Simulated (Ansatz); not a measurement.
The reference is MgS in the rock salt structure (space group Fm-3m, No. 225; a = 5.2031 Å). Axes: x, y, z lie along the cube axes.

Modification: tensor shear ε_xz = +0.49 % (engineering shear γ = 0.0098); the atoms relax in the strained cell.

Level of theory: r2SCAN in Ansatz (plane waves to 500 eV, PAW, no SOC).

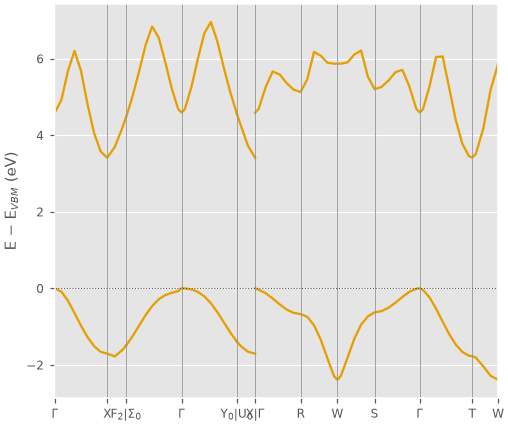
Highest valence and lowest conduction band along the path of the changed cell's own zone

The gap is 3.41 eV, indirect, Γ → X; the base has 3.46 eV.

Whether these cells are dynamically stable was not tested. k-point labels follow each cell's own Brillouin zone.

Ansatz is an electronic-structure program.
